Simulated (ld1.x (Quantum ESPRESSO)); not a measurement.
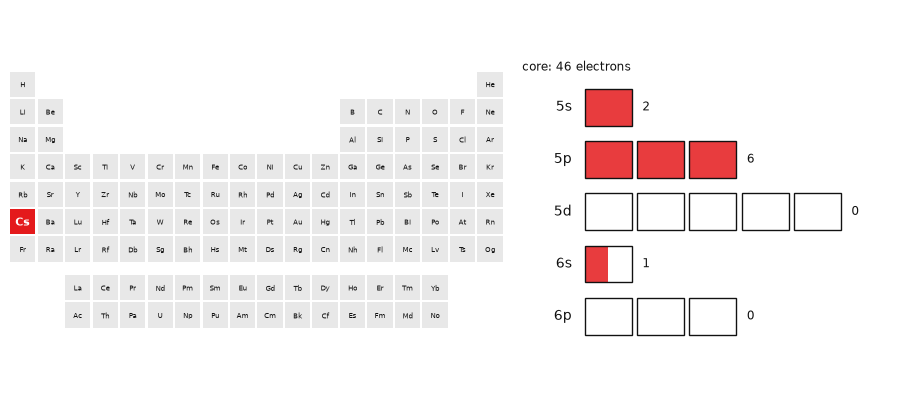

Left, the place of caesium in the periodic table; right, the valence shells of the reference configuration: a box for each of the 2l + 1 orbitals, shaded by the share of the shell that is filled, with the electron count at the right.

Cs: pseudopotential generation (part 1 of 2)

- system: caesium (Cs, Z = 55), core [Kr] 4d10, reference valence 5s2 5p6 5d0 6s1 6p0, valence charge 9.
- method: TM potential, LDA (PZ), scalar-relativistic, made with ld1.x (Quantum ESPRESSO) 7.5

## Log
```
     Program LD1 v.7.5
     --------------------------- All-electron run ----------------------------

     Cs
     scalar relativistic calculation

     atomic number is 55.00
     dft =PZ   lsd =0 sic =0 latt =0  beta=0.20 tr2=1.0E-14
     Exchange-correlation= PZ
                           (   1   1   0   0   0   0   0)
     mesh =1251 r(mesh) = 101.25750 a.u. xmin = -7.00 dx = 0.01250
     1 Ry =  13.60569312 eV, c = 137.03599908

     n l     nl                  e(Ry)          e(Ha)          e(eV)
     1 0     1S 1( 2.00)     -2628.4307     -1314.2153    -35761.6210
     2 0     2S 1( 2.00)      -412.3731      -206.1865     -5610.6214
     2 1     2P 1( 6.00)      -370.1150      -185.0575     -5035.6709
     3 0     3S 1( 2.00)       -85.6947       -42.8473     -1165.9353
     3 1     3P 1( 6.00)       -72.0945       -36.0472      -980.8953
     4 0     4S 1( 2.00)       -16.1493        -8.0746      -219.7217
     4 1     4P 1( 6.00)       -11.7954        -5.8977      -160.4851
     3 2     3D 1(10.00)       -52.0768       -26.0384      -708.5404
     5 0     5S 1( 2.00)        -1.9768        -0.9884       -26.8959
     5 1     5P 1( 6.00)        -1.0001        -0.5000       -13.6070
     4 2     4D 1(10.00)        -5.4575        -2.7288       -74.2537
     5 2     5D 1( 0.00)        -0.0353        -0.0177        -0.4804
     6 0     6S 1( 1.00)        -0.1637        -0.0818        -2.2272
     6 1     6P 1( 0.00)        -0.0573        -0.0286        -0.7795

     final scf error:  2.7E-15 reached in  30 iterations

     Etot =  -15561.668336 Ry,   -7780.834168 Ha, -211727.283857 eV

     Ekin =   16392.361933 Ry,    8196.180967 Ha,  223029.446022 eV
     Encl =  -37670.564993 Ry,  -18835.282497 Ha, -512534.147067 eV
     Eh   =    6088.245457 Ry,    3044.122729 Ha,   82834.799348 eV
     Exc  =    -371.710733 Ry,    -185.855366 Ha,   -5057.382160 eV

     normalization and overlap integrals

     s(1S/1S) =  1.000000  <r> =   0.0261  <r2> =    0.0009  r(max) =   0.0169
     s(2S/2S) =  1.000000  <r> =   0.1122  <r2> =    0.0149  r(max) =   0.0947
     s(2P/2P) =  1.000000  <r> =   0.0982  <r2> =    0.0118  r(max) =   0.0765
     s(3S/3S) =  1.000000  <r> =   0.2995  <r2> =    0.1025  r(max) =   0.2739
     s(3P/3P) =  1.000000  <r> =   0.2973  <r2> =    0.1025  r(max) =   0.2672
     s(4S/4S) =  1.000000  <r> =   0.6950  <r2> =    0.5455  r(max) =   0.6409
     s(4P/4P) =  1.000000  <r> =   0.7399  <r2> =    0.6233  r(max) =   0.6738
     s(3D/3D) =  1.000000  <r> =   0.2737  <r2> =    0.0885  r(max) =   0.2215
     s(5S/5S) =  1.000000  <r> =   1.7364  <r2> =    3.4035  r(max) =   1.5375
     s(5P/5P) =  1.000000  <r> =   2.0885  <r2> =    4.9914  r(max) =   1.7641
     s(4D/4D) =  1.000000  <r> =   0.8374  <r2> =    0.8170  r(max) =   0.7172
     s(5D/5D) =  1.000000  <r> =   5.7582  <r2> =   42.6478  r(max) =   3.4648
     s(6S/6S) =  1.000000  <r> =   5.5395  <r2> =   34.9818  r(max) =   4.6770
     s(6P/6P) =  1.000000  <r> =   7.8264  <r2> =   70.0796  r(max) =   6.5546

     ------------------------ End of All-electron run ------------------------

     --------------------- Generating NC pseudopotential ---------------------

      Generating local pot.: lloc=0, matching radius rcloc =   3.0500

      Computing core charge for nlcc:

       r > 1.90 : true rho core
      Core charge pseudized with two Bessel functions
      Integrated core pseudo-charge :   4.94

      Wfc   5P  rcut= 1.902  Using Troullier-Martins method

      Wfc   5D  rcut= 4.232  Using Troullier-Martins method

     ------------------- End of pseudopotential generation -------------------

     --------------------------- All-electron run ----------------------------

     Cs
     scalar relativistic calculation

     atomic number is 55.00
     dft =PZ   lsd =0 sic =0 latt =0  beta=0.20 tr2=1.0E-14
     Exchange-correlation= PZ
                           (   1   1   0   0   0   0   0)
     mesh =1251 r(mesh) = 101.25750 a.u. xmin = -7.00 dx = 0.01250
     1 Ry =  13.60569312 eV, c = 137.03599908

     n l     nl                  e(Ry)          e(Ha)          e(eV)
     1 0     1S 1( 2.00)     -2628.4307     -1314.2153    -35761.6210
     2 0     2S 1( 2.00)      -412.3731      -206.1865     -5610.6214
     2 1     2P 1( 6.00)      -370.1150      -185.0575     -5035.6709
     3 0     3S 1( 2.00)       -85.6947       -42.8473     -1165.9353
     3 1     3P 1( 6.00)       -72.0945       -36.0472      -980.8953
     4 0     4S 1( 2.00)       -16.1493        -8.0746      -219.7217
     4 1     4P 1( 6.00)       -11.7954        -5.8977      -160.4851
     3 2     3D 1(10.00)       -52.0768       -26.0384      -708.5404
     5 0     5S 1( 2.00)        -1.9768        -0.9884       -26.8959
     5 1     5P 1( 6.00)        -1.0001        -0.5000       -13.6070
     4 2     4D 1(10.00)        -5.4575        -2.7288       -74.2537
     5 2     5D 1( 0.00)        -0.0353        -0.0177        -0.4804
     6 0     6S 1( 1.00)        -0.1637        -0.0818        -2.2272
     6 1     6P 1( 0.00)        -0.0573        -0.0286        -0.7795

     final scf error:  2.7E-15 reached in  30 iterations

     Etot =  -15561.668336 Ry,   -7780.834168 Ha, -211727.283857 eV

     Ekin =   16392.361933 Ry,    8196.180967 Ha,  223029.446022 eV
     Encl =  -37670.564993 Ry,  -18835.282497 Ha, -512534.147067 eV
     Eh   =    6088.245457 Ry,    3044.122729 Ha,   82834.799348 eV
     Exc  =    -371.710733 Ry,    -185.855366 Ha,   -5057.382160 eV

     normalization and overlap integrals

     s(1S/1S) =  1.000000  <r> =   0.0261  <r2> =    0.0009  r(max) =   0.0169
     s(2S/2S) =  1.000000  <r> =   0.1122  <r2> =    0.0149  r(max) =   0.0947
     s(2P/2P) =  1.000000  <r> =   0.0982  <r2> =    0.0118  r(max) =   0.0765
     s(3S/3S) =  1.000000  <r> =   0.2995  <r2> =    0.1025  r(max) =   0.2739
     s(3P/3P) =  1.000000  <r> =   0.2973  <r2> =    0.1025  r(max) =   0.2672
     s(4S/4S) =  1.000000  <r> =   0.6950  <r2> =    0.5455  r(max) =   0.6409
     s(4P/4P) =  1.000000  <r> =   0.7399  <r2> =    0.6233  r(max) =   0.6738
     s(3D/3D) =  1.000000  <r> =   0.2737  <r2> =    0.0885  r(max) =   0.2215
     s(5S/5S) =  1.000000  <r> =   1.7364  <r2> =    3.4035  r(max) =   1.5375
     s(5P/5P) =  1.000000  <r> =   2.0885  <r2> =    4.9914  r(max) =   1.7641
     s(4D/4D) =  1.000000  <r> =   0.8374  <r2> =    0.8170  r(max) =   0.7172
     s(5D/5D) =  1.000000  <r> =   5.7582  <r2> =   42.6478  r(max) =   3.4648
     s(6S/6S) =  1.000000  <r> =   5.5395  <r2> =   34.9818  r(max) =   4.6770
     s(6P/6P) =  1.000000  <r> =   7.8264  <r2> =   70.0796  r(max) =   6.5546

     ------------------------ End of All-electron run ------------------------

     Computing logarithmic derivative in   4.53324
     Computing logarithmic derivative in   4.53324
     Computing the partial wave expansion
       no projector for channel:   0
     R is outside the sphere for l=    1 j= 0.00
     R is outside the sphere for l=    2 j= 0.00

     ---------------------- Testing the pseudopotential ----------------------

     Cs
     scalar relativistic calculation

     atomic number is 55.00   valence charge is  9.00
     dft =PZ   lsd =0 sic =0 latt =0  beta=0.20 tr2=1.0E-14
     mesh =1251 r(mesh) = 101.25750 xmin = -7.00 dx = 0.01250

     n l     nl             e AE (Ry)        e PS (Ry)    De AE-PS (Ry)
     1 0     5S   1( 2.00)       -1.97681       -1.89015       -0.08665  !
     2 1     5P   1( 6.00)       -1.00010       -0.89921       -0.10089  !
     3 2     5D   1( 0.00)       -0.03531       -0.01059       -0.02472  !
     2 0     6S   1( 1.00)       -0.16370       -0.14501       -0.01869  !
     3 1     6P   1( 0.00)       -0.05729       -0.01719       -0.04011  !

     eps = 2.4E-15  iter = 16

     Etot =  -15561.668336 Ry,   -7780.834168 Ha, -211727.283857 eV
     Etotps =   -45.638964 Ry,     -22.819482 Ha,    -620.949740 eV

     Ekin =       9.874405 Ry,       4.937203 Ha,     134.348125 eV
     Encl =     -76.631180 Ry,     -38.315590 Ha,   -1042.620324 eV
     Ehrt =      33.211636 Ry,      16.605818 Ha,     451.867331 eV
     Ecxc =     -12.158044 Ry,      -6.079022 Ha,    -165.418621 eV
     (Ecc =      -4.474655 Ry,      -2.237328 Ha,     -60.880789 eV)
     Epseu=       0.064219 Ry,       0.032110 Ha,       0.873749 eV

     ---------------------- End of pseudopotential test ----------------------
```

## Output of the test run (extracts)
```
     ---------------------- Testing the pseudopotential ----------------------

     Cs
     scalar relativistic calculation

     atomic number is 55.00   valence charge is  9.00
     dft =PZ   lsd =0 sic =0 latt =0  beta=0.20 tr2=1.0E-14
     mesh =1251 r(mesh) = 101.25750 xmin = -7.00 dx = 0.01250

     n l     nl             e AE (Ry)        e PS (Ry)    De AE-PS (Ry)
     1 0     5S   1( 2.00)       -1.97681       -1.89015       -0.08665  !
     2 1     5P   1( 6.00)       -1.00010       -0.89921       -0.10089  !
     3 2     5D   1( 0.00)       -0.03531       -0.01059       -0.02472  !
     2 0     6S   1( 1.00)       -0.16370       -0.14501       -0.01869  !
     3 1     6P   1( 0.00)       -0.05729       -0.01719       -0.04011  !

     eps = 9.9E-15  iter = 15

     Etot =  -15561.668336 Ry,   -7780.834168 Ha, -211727.283857 eV
     Etotps =   -45.638963 Ry,     -22.819481 Ha,    -620.949719 eV

     Ekin =       9.874407 Ry,       4.937203 Ha,     134.348146 eV
     Encl =     -76.631180 Ry,     -38.315590 Ha,   -1042.620321 eV
     Ehrt =      33.211636 Ry,      16.605818 Ha,     451.867329 eV
     Ecxc =     -12.158044 Ry,      -6.079022 Ha,    -165.418621 eV
     (Ecc =      -4.474655 Ry,      -2.237328 Ha,     -60.880789 eV)
     Epseu=       0.064219 Ry,       0.032110 Ha,       0.873749 eV

     ---------------------- End of pseudopotential test ----------------------

     ---------------------- Testing the pseudopotential ----------------------

     Cs
     scalar relativistic calculation

     atomic number is 55.00   valence charge is  9.00
     dft =PZ   lsd =0 sic =0 latt =0  beta=0.20 tr2=1.0E-14
     mesh =1251 r(mesh) = 101.25750 xmin = -7.00 dx = 0.01250

     n l     nl             e AE (Ry)        e PS (Ry)    De AE-PS (Ry)
     1 0     5S   1( 2.00)       -2.36525       -2.35079       -0.01446  !
     2 1     5P   1( 6.00)       -1.38411       -1.34517       -0.03895  !
     3 2     5D   1( 0.00)       -0.32893       -0.29981       -0.02913  !
     2 0     6S   1( 0.00)       -0.41523       -0.17023       -0.24500  !
     3 1     6P   1( 0.00)       -0.24562       -0.26279        0.01717  !

     eps = 6.6E-16  iter = 12

     Etot =  -15561.374398 Ry,   -7780.687199 Ha, -211723.284637 eV
     Etotps =   -45.324243 Ry,     -22.662122 Ha,    -616.667745 eV
     dEtot_ae =       0.293937 Ry
     dEtot_ps =       0.314719 Ry,   Delta E=      -0.020782 Ry

     Ekin =       9.649412 Ry,       4.824706 Ha,     131.286932 eV
     Encl =     -72.615474 Ry,     -36.307737 Ha,    -987.983851 eV
     Ehrt =      29.389980 Ry,      14.694990 Ha,     399.871044 eV
     Ecxc =     -11.810631 Ry,      -5.905315 Ha,    -160.691820 eV
     (Ecc =      -4.474655 Ry,      -2.237328 Ha,     -60.880789 eV)
     Epseu=       0.062470 Ry,       0.031235 Ha,       0.849950 eV

     ---------------------- End of pseudopotential test ----------------------

     ---------------------- Testing the pseudopotential ----------------------

     Cs
     scalar relativistic calculation

     atomic number is 55.00   valence charge is  9.00
     dft =PZ   lsd =0 sic =0 latt =0  beta=0.20 tr2=1.0E-14
     mesh =1251 r(mesh) = 101.25750 xmin = -7.00 dx = 0.01250

     n l     nl             e AE (Ry)        e PS (Ry)    De AE-PS (Ry)
     1 0     5S   1( 2.00)       -2.15938       -2.10430       -0.05508  !
     2 1     5P   1( 6.00)       -1.18106       -1.10775       -0.07331  !
     3 2     5D   1( 0.00)       -0.17554       -0.11567       -0.05986  !
     2 0     6S   1( 0.50)       -0.29471       -0.31131        0.01660  !
     3 1     6P   1( 0.00)       -0.16225       -0.12237       -0.03988  !

     eps = 6.9E-15  iter = 16

     Etot =  -15561.554070 Ry,   -7780.777035 Ha, -211725.729192 eV
     Etotps =   -45.525805 Ry,     -22.762902 Ha,    -619.410126 eV
     dEtot_ae =       0.114266 Ry
     dEtot_ps =       0.113158 Ry,   Delta E=       0.001108 Ry

     Ekin =       9.790712 Ry,       4.895356 Ha,     133.209421 eV
     Encl =     -74.764442 Ry,     -37.382221 Ha,   -1017.222049 eV
     Ehrt =      31.382088 Ry,      15.691044 Ha,     426.975054 eV
     Ecxc =     -11.997742 Ry,      -5.998871 Ha,    -163.237600 eV
     (Ecc =      -4.474655 Ry,      -2.237328 Ha,     -60.880789 eV)
     Epseu=       0.063580 Ry,       0.031790 Ha,       0.865047 eV

     ---------------------- End of pseudopotential test ----------------------

     ---------------------- Testing the pseudopotential ----------------------

     Cs
     scalar relativistic calculation

     atomic number is 55.00   valence charge is  9.00
     dft =PZ   lsd =0 sic =0 latt =0  beta=0.20 tr2=1.0E-14
     mesh =1251 r(mesh) = 101.25750 xmin = -7.00 dx = 0.01250

     n l     nl             e AE (Ry)        e PS (Ry)    De AE-PS (Ry)
     1 0     5S   1( 2.00)       -2.07090       -2.05275       -0.01815  !
     2 1     5P   1( 6.00)       -1.09165       -1.04902       -0.04262  !
     3 2     5D   1( 0.00)       -0.08964       -0.03997       -0.04966  !
     2 0     6S   1( 0.00)       -0.20902       -0.23314        0.02412  !
     3 1     6P   1( 1.00)       -0.09723       -0.05094       -0.04628  !

     eps = 8.8E-15  iter = 21

     Etot =  -15561.559859 Ry,   -7780.779930 Ha, -211725.807957 eV
     Etotps =   -45.477110 Ry,     -22.738555 Ha,    -618.747596 eV
     dEtot_ae =       0.108477 Ry
     dEtot_ps =       0.161853 Ry,   Delta E=      -0.053376 Ry

     Ekin =       9.796049 Ry,       4.898025 Ha,     133.282043 eV
     Encl =     -75.228787 Ry,     -37.614394 Ha,   -1023.539793 eV
     Ehrt =      31.889864 Ry,      15.944932 Ha,     433.883706 eV
     Ecxc =     -11.997182 Ry,      -5.998591 Ha,    -163.229983 eV
     (Ecc =      -4.474655 Ry,      -2.237328 Ha,     -60.880789 eV)
     Epseu=       0.062946 Ry,       0.031473 Ha,       0.856430 eV

     ---------------------- End of pseudopotential test ----------------------

     ---------------------- Testing the pseudopotential ----------------------

     Cs
     scalar relativistic calculation

     atomic number is 55.00   valence charge is  9.00
     dft =PZ   lsd =0 sic =0 latt =0  beta=0.20 tr2=1.0E-14
     mesh =1251 r(mesh) = 101.25750 xmin = -7.00 dx = 0.01250

     n l     nl             e AE (Ry)        e PS (Ry)    De AE-PS (Ry)
     1 0     5S   1( 2.00)       -1.98111       -0.00000       -1.98111  !
     2 1     5P   1( 6.00)       -1.00599       -0.00003       -1.00596  !
     3 2     5D   1( 1.00)       -0.04558       -0.00000       -0.04558  !
     2 0     6S   1( 0.00)       -0.17016       -0.20372        0.03355  !
     3 1     6P   1( 0.00)       -0.07046       -0.07046        0.00000

     eps = 2.1E-02  iter =201

     Etot =  -15561.541833 Ry,   -7780.770916 Ha, -211725.562699 eV
     Etotps =    -7.634147 Ry,      -3.817073 Ha,    -103.867856 eV
     dEtot_ae =       0.126503 Ry
     dEtot_ps =      38.004816 Ry,   Delta E=     -37.878313 Ry

     Ekin =      17.266225 Ry,       8.633112 Ha,     234.918956 eV
     Encl =     -20.978910 Ry,     -10.489455 Ha,    -285.432605 eV
     Ehrt =       3.406336 Ry,       1.703168 Ha,      46.345557 eV
     Ecxc =      -7.327798 Ry,      -3.663899 Ha,     -99.699764 eV
     (Ecc =      -4.474655 Ry,      -2.237328 Ha,     -60.880789 eV)

     ---------------------- End of pseudopotential test ----------------------

     ---------------------- Testing the pseudopotential ----------------------

     Cs
     scalar relativistic calculation

     atomic number is 55.00   valence charge is  9.00
     dft =PZ   lsd =0 sic =0 latt =0  beta=0.20 tr2=1.0E-14
     mesh =1251 r(mesh) = 101.25750 xmin = -7.00 dx = 0.01250

     n l     nl             e AE (Ry)        e PS (Ry)    De AE-PS (Ry)
     1 0     5S   1( 2.00)       -1.97606       -2.35079        0.37473  !
     2 1     5P   1( 6.00)       -1.00024       -1.34517        0.34493  !
     3 2     5D   1( 0.50)       -0.03947       -0.00000       -0.03947  !
     2 0     6S   1( 0.50)       -0.16610       -0.00000       -0.16610  !
     3 1     6P   1( 0.00)       -0.06372       -0.04957       -0.01416  !

     eps = 4.4E-15  iter = 75

     Etot =  -15561.604612 Ry,   -7780.802306 Ha, -211726.416851 eV
     Etotps =   -45.324243 Ry,     -22.662122 Ha,    -616.667743 eV
     dEtot_ae =       0.063724 Ry
     dEtot_ps =       0.314719 Ry,   Delta E=      -0.250996 Ry

     Ekin =       9.649411 Ry,       4.824706 Ha,     131.286928 eV
     Encl =     -72.615473 Ry,     -36.307736 Ha,    -987.983837 eV
     Ehrt =      29.389979 Ry,      14.694989 Ha,     399.871034 eV
     Ecxc =     -11.810631 Ry,      -5.905315 Ha,    -160.691817 eV
     (Ecc =      -4.474655 Ry,      -2.237328 Ha,     -60.880789 eV)
     Epseu=       0.062470 Ry,       0.031235 Ha,       0.849950 eV

     ---------------------- End of pseudopotential test ----------------------

     ---------------------- Testing the pseudopotential ----------------------

     Cs
     scalar relativistic calculation

     atomic number is 55.00   valence charge is  9.00
     dft =PZ   lsd =0 sic =0 latt =0  beta=0.20 tr2=1.0E-14
     mesh =1251 r(mesh) = 101.25750 xmin = -7.00 dx = 0.01250

     n l     nl             e AE (Ry)        e PS (Ry)    De AE-PS (Ry)
     1 0     5S   1( 1.00)       -2.72773       -2.64398       -0.08376  !
     2 1     5P   1( 6.00)       -1.70108       -1.58386       -0.11722  !
     3 2     5D   1( 0.00)       -0.52416       -0.41476       -0.10940  !
     2 0     6S   1( 1.00)       -0.56227       -0.61734        0.05507  !
     3 1     6P   1( 0.00)       -0.37022       -0.30242       -0.06780  !

     eps = 8.7E-15  iter = 14

     Etot =  -15559.324904 Ry,   -7779.662452 Ha, -211695.399841 eV
     Etotps =   -43.381695 Ry,     -21.690847 Ha,    -590.238023 eV
     dEtot_ae =       2.343432 Ry
     dEtot_ps =       2.257268 Ry,   Delta E=       0.086164 Ry

     Ekin =      10.264997 Ry,       5.132498 Ha,     139.662393 eV
     Encl =     -69.675809 Ry,     -34.837905 Ha,    -947.987677 eV
     Ehrt =      27.345534 Ry,      13.672767 Ha,     372.054947 eV
     Ecxc =     -11.369129 Ry,      -5.684564 Ha,    -154.684875 eV
     (Ecc =      -4.474655 Ry,      -2.237328 Ha,     -60.880789 eV)
     Epseu=       0.052712 Ry,       0.026356 Ha,       0.717189 eV

     ---------------------- End of pseudopotential test ----------------------
```

(Continued in part 2.) Outcome of the run: generated; the Bessel test doesn't meet the 5p level; the pseudo-atom misses its reference levels by up to 1.37 eV (5p).
